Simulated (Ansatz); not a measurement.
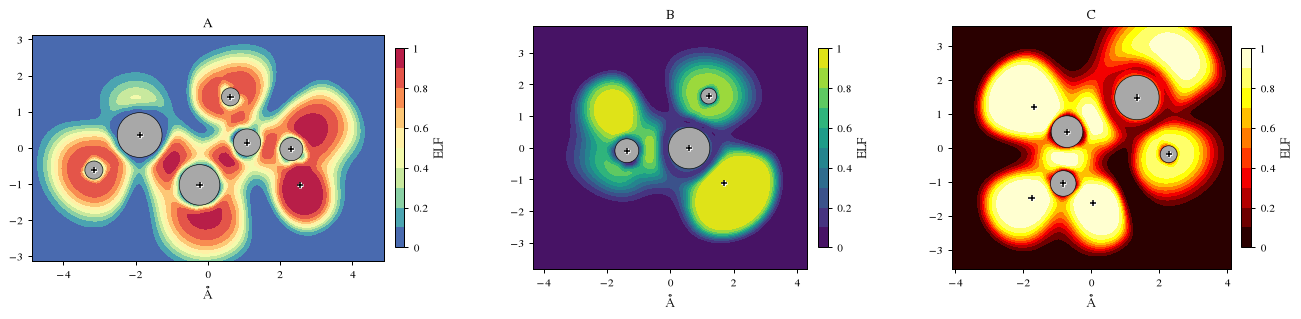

The ELF of 3 systems, each on a plane through atoms (crosses mark nuclei in the plane; grey discs cover the cores).

The calculation used RKS PBE0-D4/def2-TZVPP in Ansatz 0.2.0.

System 1: CH4BF2Ga (SMILES FB[CH2][GaH][F]), the plane of atoms C3, Ga4 and H9. Geometry: PBE0-D4/def2-TZVP.

```xyz
9

F     1.7567    1.3506   -0.8066
B     1.3698    0.4860    0.1275
C     0.3569   -0.6160   -0.2150
Ga   -1.4672   -0.0028    0.2012
F    -2.4390    0.2872   -1.2363
H     1.8189    0.6560    1.2288
H     0.4880   -1.4934    0.4263
H     0.3302   -0.8898   -1.2720
H    -2.2143    0.2222    1.5461
```

System 2: CH3F2NSSi, the plane of atoms C2, N1 and H7. Geometry: PBE0-D4/def2-TZVP.

```yaml
atoms:
  - { symbol: N, position_ang: [-0.3914, -2.3174, -1.1192] }
  - { symbol: C, position_ang: [-0.2169, -1.1776, -0.6600] }
  - { symbol: F, position_ang: [-0.3984, -0.1248, -1.4772] }
  - { symbol: S, position_ang: [0.2520, -0.6760, 0.9610] }
  - { symbol: Si, position_ang: [0.2467, 1.4574, 0.6472] }
  - { symbol: F, position_ang: [0.6616, 2.0251, 2.0786] }
  - { symbol: H, position_ang: [-0.2321, -3.0448, -0.4308] }
  - { symbol: H, position_ang: [1.2712, 1.8612, -0.3347] }
  - { symbol: H, position_ang: [-1.1043, 1.9507, 0.3180] }
```

System 3: CH4BF2Sb (SMILES C[BH][Sb]([F])[F]), the plane of atoms Sb3, B2 and H9. Geometry: PBE0-D4/def2-TZVP; core potentials replace the inner electrons of Sb.

| atom | x (Å) | y (Å) | z (Å) |
| --- | --- | --- | --- |
| C | -1.0780 | -0.3530 | 0.4441 |
| B | 0.4177 | -0.1842 | 0.7594 |
| Sb | 1.9427 | -0.0946 | -0.9459 |
| F | 0.6092 | -0.3701 | -2.2979 |
| F | 1.7713 | 1.8199 | -0.9244 |
| H | -1.3150 | -0.8504 | -0.4970 |
| H | -1.3959 | 0.6993 | 0.3117 |
| H | -1.6827 | -0.7442 | 1.2653 |
| H | 0.8190 | 0.0313 | 1.8677 |

> Which map belongs to which system?

Panel A is system 2, CH3F2NSSi: the plane holds N, C, F, S, Si and H. C–N (1.24 Å): the ELF peaks at about 0.90 between the atoms; a multiple bond. Panel B is system 1, CH4BF2Ga: the plane holds C, Ga, F and H. Ga–F (1.76 Å): the ELF peaks at about 0.80 in the valence shell of F, 0.5 Å from its nucleus, and is about 0.20 at the midpoint. Panel C is system 3, CH4BF2Sb: the plane holds C, B, Sb, F and H. C–B (1.54 Å): the ELF peaks at about 1 between the atoms (a covalent bond).
